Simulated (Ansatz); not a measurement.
## Electronic structure of AlF2HO···HF in real space

The calculation's input:

```
crystal:
  periodic: [false, false, false]
  atoms:
    - { symbol: Al, position_ang: [0.0, 0.0, 0.0] }
    - { symbol: O, position_ang: [0.0, 0.0, 2.13] }
    - { symbol: H, position_ang: [-0.9095, -0.2814, 2.4671] }
    - { symbol: F, position_ang: [1.4635, 0.0, -0.845] }
    - { symbol: F, position_ang: [-1.4635, 0.0, -0.845] }
    - { symbol: F, position_ang: [0.0892, 1.8864, 0.6275] }
    - { symbol: H, position_ang: [0.0593, 1.2535, 1.7062] }
basis:
  gaussian: { orbitals: "6-31G*" }
hamiltonian:
  xc: hf
relax:
  f_tol: 0.15
  max_steps: 25
  restrain:
    - { distance: [0, 5], at: 2.89, k: 30.0 }
    - { distance: [6, 1], at: 2.21, k: 30.0 }
    - { distance: [0, 1], at: 1.78, k: 30.0 }
    - { distance: [6, 5], at: 0.92, k: 30.0 }
output:
  orbitals: {}
```

Command:

```sh
ansatz run input.yaml --threads 1 --pin off --max-ram 2048MiB --backend cpu --events-out ev --progress --plain --runs-dir out
```

The fields are those of the run's last geometry, not of the input's.

Not at a stationary point (largest force 1.4 eV/Å).

These are results of RHF/6-31G* in Ansatz 0.2.0, not measurements.

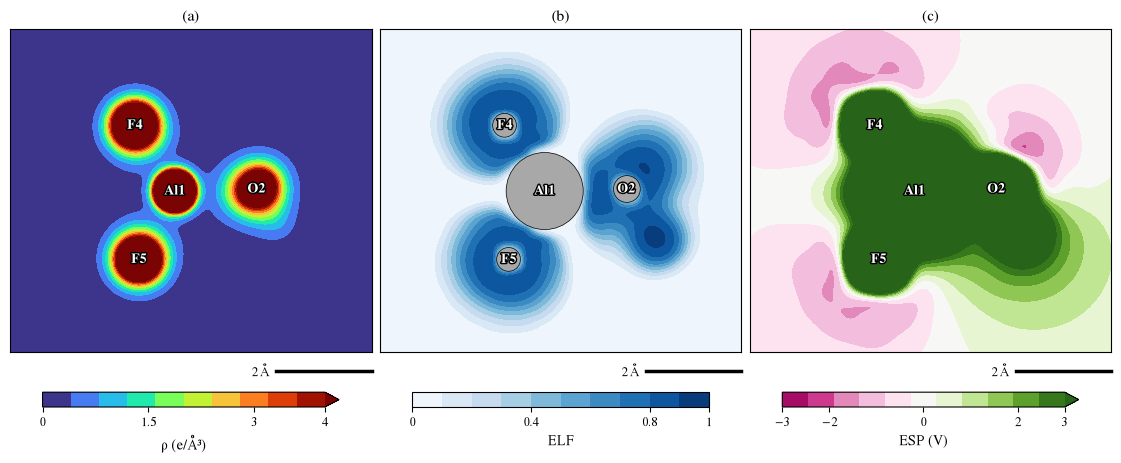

Figure 1. (a) total electron density; (b) ELF; (c) electrostatic potential on the plane of atoms F4, Al1 and F5. Grey discs cover the atomic cores in the ELF map.

What does the map show?

Answer.
- The plane passes through Al, O and F nuclei.
- Al–F (1.62 Å): ρ is about 0.93 e/Å³ halfway; the ELF peaks at about 0.85 in the valence shell of F, 0.6 Å from its nucleus, and is about 0.35 at the midpoint.
- Al–O (1.74 Å): ρ is about 0.82 e/Å³ halfway; the ELF peaks at about 0.90 in the valence shell of O, 0.6 Å from its nucleus, and is about 0.50 at the midpoint.
- The ELF also peaks beside F5, O2 and F4, away from the bonds: lone-pair regions.
- Outside the dense part of the complex the potential is most negative (−1.8 V) near O2.

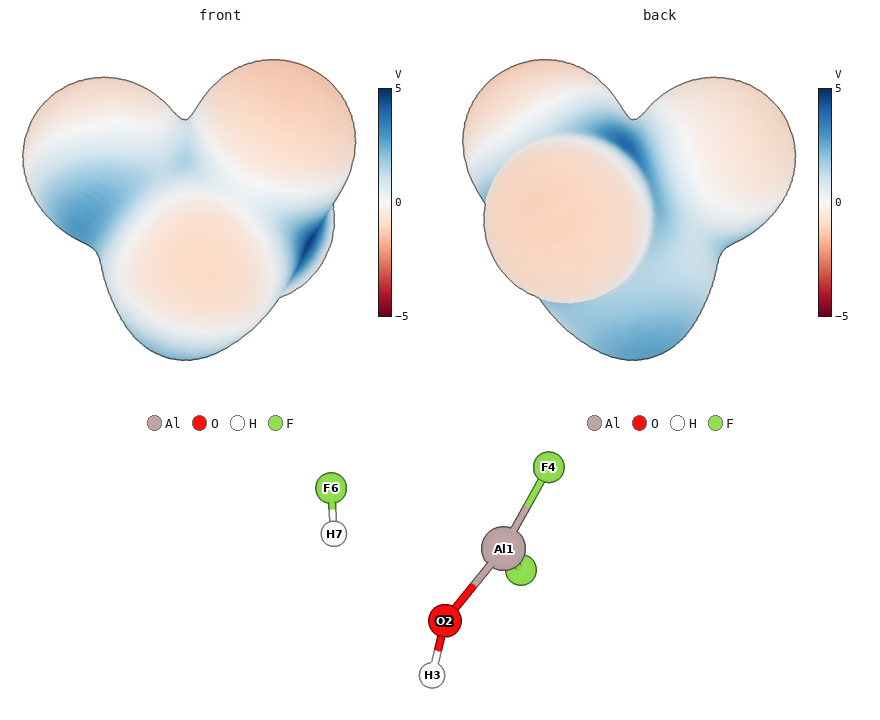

Figure 2. The electrostatic potential painted on the density surface at 0.001 e/bohr³, seen from the front and from behind; red is negative and blue positive. The bare structure is drawn below in the same view.

Describe the electrostatic potential map.

Answer. The most negative region (about −1.3 V) lies over F4, the most positive (about +4.3 V) over Al1.

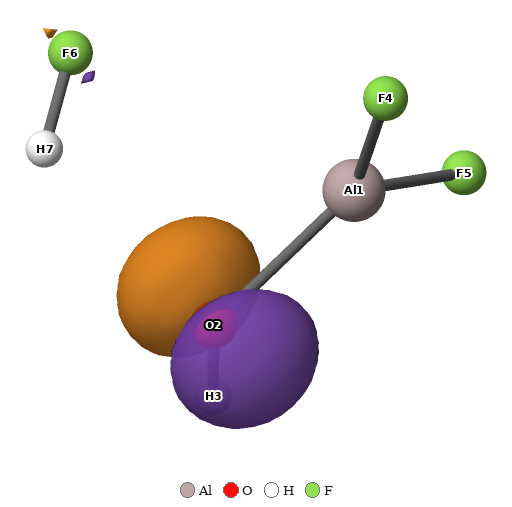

Figure 3. The HOMO at ±0.3 Å⁻³ᐟ² (orange and purple are the two phases), seen at a tilt.

What is the character of this orbital?

Answer. It lies mainly on O2 (about 80 %); largely a lone pair of O2. Its energy is −14.24 eV.
